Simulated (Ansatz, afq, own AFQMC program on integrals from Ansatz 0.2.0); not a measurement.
# HSCl (triplet): quantum Monte Carlo beside coupled cluster at distance Cl1–H2 along a hydrogen transfer = 1.513 Å, cc-pVTZ

How near does AFQMC come to the top of the ladder for HSCl (triplet)?

Program: Ansatz 0.2.0, Gaussian basis, and an in-house AFQMC program (afq) on its integrals; all values are calculated. Level of theory: cc-pVTZ, frozen cores. These are calculated values, not measurements.

To be run: PBE (unrestricted); CCSD(T) on UHF; r2SCAN (unrestricted); PBE0 (unrestricted); CCSDT(Q) on UHF; B3LYP (unrestricted); wB97M-V (unrestricted); B2PLYP (unrestricted); Phaseless AFQMC, CISD trial on UHF; Phaseless AFQMC, single-determinant trial on UHF.

**1. The system**

The geometry derives from fragments relaxed apart (PBE0/def2-TZVP) and kept rigid, so it is no stationary point. A hydrogen atom is moved between rigid fragments.

3 atoms, charge 0, spin multiplicity 3.

Atoms are counted from 1 here; the program's logs count them from 0.

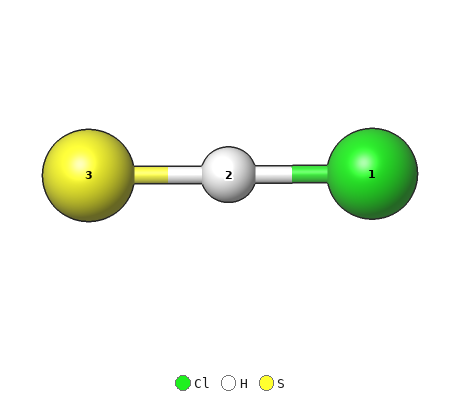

The structure; chlorine green, hydrogen white, sulfur yellow; atoms are numbered from 1 in the order of the file.

**2. PBE (unrestricted)**

Contents of in.yaml:

```yaml
crystal:
  periodic: [false, false, false]
  atoms:
    - {symbol: Cl, position_ang: [0.000000, 0.000000, -1.500000]}
    - {symbol: H, position_ang: [0.000000, 0.000000, 0.013000]}
    - {symbol: S, position_ang: [0.000000, 0.000000, 1.487000]}
basis:
  gaussian: {orbitals: cc-pVTZ}
magnetization: {spin_polarized: true, initial_magnetization: 2}
hamiltonian: {xc: {name: PBE}}
output: {orbitals: {seedname: orbitals}}
```

Command:

```bash
> ansatz run in.yaml --threads 1 --pin off --events-out ev --progress --plain --max-ram 5632MiB --backend cpu
```

Standard output:

```text
Functional definition: PBE
  name "PBE"
  cite "Perdew, Burke & Ernzerhof, Phys. Rev. Lett. 77, 3865 (1996) doi:10.1103/PhysRevLett.77.3865"
  parent pbe
  parameter kappa = 0.804
  parameter beta = 0.06672455060314922
  exchange = pbe_x(kappa = kappa, mu = beta*pi^2/3)
  correlation = pbe_c(beta = beta)
601 factors; their error is unknown
mean field evaluation 1: about -23361.3837 eV, gradient 1.5e1 eV
mean field evaluation 2: about -23329.2158 eV, gradient 6.0e1 eV
mean field evaluation 4: about -23361.9867 eV, gradient 1.1e1 eV
mean field evaluation 8: about -23362.8799 eV, gradient 9.2e-2 eV
mean field evaluation 16: about -23362.8800 eV, gradient 1.6e-4 eV
mean field evaluation 32: about -23362.8814 eV, gradient 2.0e-2 eV
mean field evaluation 64: about -23362.8791 eV, gradient 8.4e-2 eV
mean field evaluation 96: about -23362.7944 eV, gradient 1.0e0 eV
mean field evaluation 128: about -23362.8017 eV, gradient 9.6e-1 eV
mean field -23362.88135928 eV, -858.5700540239 hartree, gradient 5.0e-6 eV, S^2 2.004198; 16 other end points of the search recorded, 0 dependent functions left out
reference -23362.88138782 eV, -858.5700550728 hartree; 18, 16 occupied and 64, 66 virtual orbitals, 601 factors
Total energy: -23362.88138782 eV, -858.5700550728 hartree
```

Wall time 10 s (1 thread of AMD EPYC 7R13 (Zen 3), shared host); peak memory 1.8 GiB.

From the report: ⟨S²⟩ of the determinant 2.004 (pure triplet: 2.00).

**3. CCSD(T) on UHF**

Edit in.yaml of step 2 so:

```diff
@@ -9,3 +9,2 @@
 magnetization: {spin_polarized: true, initial_magnetization: 2}
-hamiltonian: {xc: {name: PBE}}
-output: {orbitals: {seedname: orbitals}}
+correlation: {method: ccsd_t, electrons: outside_noble_gas, hamiltonian_folder: ham}
```

Command:

```bash
> ansatz run in.yaml --threads 1 --pin off --events-out ev --progress --plain --max-ram 16896MiB --backend cuda --devices 0, --max-vram 18GiB
```

Standard output, shortened:

```text
Functional definition: HF
  name "HF"
  cite "Fock, Z. Phys. 61, 126 (1930) doi:10.1007/BF01340294"
  parent pbe
[...]
474 factors; integrals over basis functions are off by at most 1.3e-3 eV
[...]
mean field -23335.56048450 eV, -857.5660303942 hartree, gradient 3.9e-6 eV, S^2 2.053191; 12 other end points of the search recorded, 0 dependent functions left out
determinant -23335.56048450 eV, -857.5660303942 hartree, with singles and doubles -23345.83318475 eV, -857.9435451653 hartree
determinant -23335.48875293 eV, -857.5633943078 hartree, with singles and doubles -23345.65100154 eV, -857.9368500560 hartree
determinant -23334.33163636 eV, -857.5208710581 hartree, with singles and doubles -23344.38617709 eV, -857.8903686147 hartree
determinant -23334.20780879 eV, -857.5163204789 hartree, with singles and doubles -23344.26775894 eV, -857.8860168281 hartree
determinant -23335.56048450 eV, -857.5660303942 hartree, with singles and doubles -23345.83372532 eV, -857.9435650309 hartree
determinant -23335.48875293 eV, -857.5633943078 hartree, with singles and doubles -23345.65859389 eV, -857.9371290697 hartree
10 core orbitals not correlated: weight in the atoms' cores, before any rotation towards them, 1.000 or more for the frozen orbitals, at most 0.000 for the correlated occupied ones
reference -23335.56048450 eV, -857.5660303942 hartree; 8, 6 occupied and 64, 66 virtual orbitals, 474 factors
second order -9.11139480 eV of doubles, -0.00000000 eV of singles
cycle   1  -10.27323767 eV  change    3.2e-6 eV  update   2.9e-6
perturbative correction -0.41858531 eV, -0.0153827263 hartree
Total energy: -23346.25230747 eV, -857.9589476413 hartree
```

Run time: 14 s. Hardware: 1 × NVIDIA H100 80GB HBM3 with 1 thread of AMD EPYC 7R13 (Zen 3), shared host; peak host memory 1.8 GiB.

From the report: ⟨S²⟩ of the determinant 2.053 (pure triplet: 2.00); correlation -10.6918 eV; T1 0.016; largest double amplitude 0.06.

This run also writes the integrals to the folder ham.

**4. r2SCAN (unrestricted)**

Edit in.yaml of step 3 so:

```diff
@@ -9,2 +9,2 @@
 magnetization: {spin_polarized: true, initial_magnetization: 2}
-correlation: {method: ccsd_t, electrons: outside_noble_gas, hamiltonian_folder: ham}
+hamiltonian: {xc: {name: r2SCAN}}
```

Command:

```bash
> ansatz run in.yaml --threads 1 --pin off --events-out ev --progress --plain --max-ram 5632MiB --backend cpu
```

Standard output, shortened:

```text
Functional definition: r2SCAN
  name "r2SCAN"
  cite "Furness, Kaplan, Ning, Perdew & Sun, J. Phys. Chem. Lett. 11, 8208 (2020) doi:10.1021/acs.jpclett.0c02405"
  cite "Furness, Kaplan, Ning, Perdew & Sun, J. Phys. Chem. Lett. 11, 9248 (2020) doi:10.1021/acs.jpclett.0c03077"
  parent r2scan
[...]
601 factors; their error is unknown
[...]
mean field -23370.98839328 eV, -858.8679820280 hartree, gradient 3.4e-6 eV, S^2 2.009165; 15 other end points of the search recorded, 0 dependent functions left out
reference -23370.98840138 eV, -858.8679823256 hartree; 18, 16 occupied and 64, 66 virtual orbitals, 601 factors
Total energy: -23370.98840138 eV, -858.8679823256 hartree
```

It took 20 s on 1 thread of AMD EPYC 7R13 (Zen 3), shared host; peak memory 1.8 GiB.

From the report: ⟨S²⟩ of the determinant 2.009 (pure triplet: 2.00).

**5. PBE0 (unrestricted)**

Edit in.yaml of step 4 so:

```diff
@@ -9,2 +9,3 @@
 magnetization: {spin_polarized: true, initial_magnetization: 2}
-hamiltonian: {xc: {name: r2SCAN}}
+hamiltonian: {xc: {name: PBE0}}
+output: {orbitals: {seedname: orbitals}}
```

The command is unchanged.

Standard output:

```text
Functional definition: PBE0
  name "PBE0"
  cite "Adamo & Barone, J. Chem. Phys. 110, 6158 (1999) doi:10.1063/1.478522"
  cite "Perdew, Burke & Ernzerhof, Phys. Rev. Lett. 77, 3865 (1996) doi:10.1103/PhysRevLett.77.3865"
  parent pbe
  parameter a = 0.25
  parameter kappa = 0.804
  parameter beta = 0.06672455060314922
  exchange = (1 - a)*pbe_x(kappa = kappa, mu = beta*pi^2/3) + a*exact_x
  correlation = pbe_c(beta = beta)
643 factors; their error is unknown
mean field evaluation 1: about -23363.1821 eV, gradient 1.3e1 eV
mean field evaluation 2: about -23337.9120 eV, gradient 5.4e1 eV
mean field evaluation 4: about -23364.3605 eV, gradient 2.8e0 eV
mean field evaluation 8: about -23364.4149 eV, gradient 2.2e-2 eV
mean field evaluation 16: about -23364.5031 eV, gradient 2.4e-5 eV
mean field evaluation 32: about -23364.5946 eV, gradient 1.1e-3 eV
mean field -23364.59462744 eV, -858.6330154675 hartree, gradient 4.0e-6 eV, S^2 2.010866; 7 other end points of the search recorded, 0 dependent functions left out
reference -23364.59464889 eV, -858.6330162558 hartree; 18, 16 occupied and 64, 66 virtual orbitals, 643 factors
Total energy: -23364.59464889 eV, -858.6330162558 hartree
```

Wall time 7.5 s (1 thread of AMD EPYC 7R13 (Zen 3), shared host); peak memory 1.8 GiB.

From the report: ⟨S²⟩ of the determinant 2.011 (pure triplet: 2.00).

**6. CCSDT(Q) on UHF**

Edit in.yaml of step 5 so:

```diff
@@ -9,3 +9,2 @@
 magnetization: {spin_polarized: true, initial_magnetization: 2}
-hamiltonian: {xc: {name: PBE0}}
-output: {orbitals: {seedname: orbitals}}
+correlation: {method: ccsdt_q, electrons: outside_noble_gas}
```

Command:

```bash
> ansatz run in.yaml --threads 1 --pin off --events-out ev --progress --plain --max-ram 16896MiB --backend cuda --devices 0, --max-vram 18GiB
```

Standard output, shortened:

```text
Functional definition: HF
  name "HF"
  cite "Fock, Z. Phys. 61, 126 (1930) doi:10.1007/BF01340294"
  parent pbe
[...]
926 factors; integrals over basis functions are off by at most 2.6e-7 eV
[...]
mean field -23335.56049970 eV, -857.5660309531 hartree, gradient 4.2e-6 eV, S^2 2.053191; 12 other end points of the search recorded, 0 dependent functions left out
determinant -23335.56049970 eV, -857.5660309531 hartree, with singles and doubles -23345.83319976 eV, -857.9435457172 hartree
determinant -23335.48876959 eV, -857.5633949202 hartree, with singles and doubles -23345.65101214 eV, -857.9368504456 hartree
determinant -23334.33165460 eV, -857.5208717285 hartree, with singles and doubles -23344.38621489 eV, -857.8903700038 hartree
determinant -23334.20782830 eV, -857.5163211961 hartree, with singles and doubles -23344.26778143 eV, -857.8860176546 hartree
determinant -23335.56049970 eV, -857.5660309531 hartree, with singles and doubles -23345.83373984 eV, -857.9435655648 hartree
determinant -23335.48876959 eV, -857.5633949202 hartree, with singles and doubles -23345.65860438 eV, -857.9371294551 hartree
10 core orbitals not correlated: weight in the atoms' cores, before any rotation towards them, 1.000 or more for the frozen orbitals, at most 0.000 for the correlated occupied ones
reference -23335.56049970 eV, -857.5660309531 hartree; 8, 6 occupied and 64, 66 virtual orbitals, 926 factors
second order -9.11142561 eV of doubles, -0.00000000 eV of singles
cycle   1  -9.93794960 eV  change   -8.3e-1 eV  update   8.5e-2
[...]
cycle  17  -10.73272490 eV  change    1.1e-6 eV  update   1.5e-6
perturbative correction -0.02006193 eV, -0.0007372624 hartree
Total energy: -23346.31328654 eV, -857.9611885807 hartree
```

It took 31 s on 1 × NVIDIA H100 80GB HBM3 with 1 thread of AMD EPYC 7R13 (Zen 3), shared host; peak host memory 1.8 GiB.

From the report: ⟨S²⟩ of the determinant 2.053 (pure triplet: 2.00); correlation -10.7528 eV; T1 0.017; largest double amplitude 0.07.

**7. B3LYP (unrestricted)**

Edit in.yaml of step 6 so:

```diff
@@ -9,2 +9,2 @@
 magnetization: {spin_polarized: true, initial_magnetization: 2}
-correlation: {method: ccsdt_q, electrons: outside_noble_gas}
+hamiltonian: {xc: {name: B3LYP}}
```

Command:

```bash
> ansatz run in.yaml --threads 1 --pin off --events-out ev --progress --plain --max-ram 5632MiB --backend cpu
```

Standard output, shortened:

```text
Functional definition: B3LYP
  name "B3LYP"
  cite "Stephens, Devlin, Chabalowski & Frisch, J. Phys. Chem. 98, 11623 (1994) doi:10.1021/j100096a001"
  cite "Becke, Phys. Rev. A 38, 3098 (1988) doi:10.1103/PhysRevA.38.3098"
  cite "Lee, Yang & Parr, Phys. Rev. B 37, 785 (1988) doi:10.1103/PhysRevB.37.785"
  cite "Vosko, Wilk & Nusair, Can. J. Phys. 58, 1200 (1980) doi:10.1139/p80-159"
[...]
632 factors; their error is unknown
[...]
mean field -23373.53831048 eV, -858.9616897567 hartree, gradient 4.1e-6 eV, S^2 2.008239; 12 other end points of the search recorded, 0 dependent functions left out
reference -23373.53851105 eV, -858.9616971276 hartree; 18, 16 occupied and 64, 66 virtual orbitals, 632 factors
Total energy: -23373.53851105 eV, -858.9616971276 hartree
```

Wall time 13 s (1 thread of AMD EPYC 7R13 (Zen 3), shared host); peak memory 1.8 GiB.

From the report: ⟨S²⟩ of the determinant 2.008 (pure triplet: 2.00).

(Part 1 of 2 ends here.)
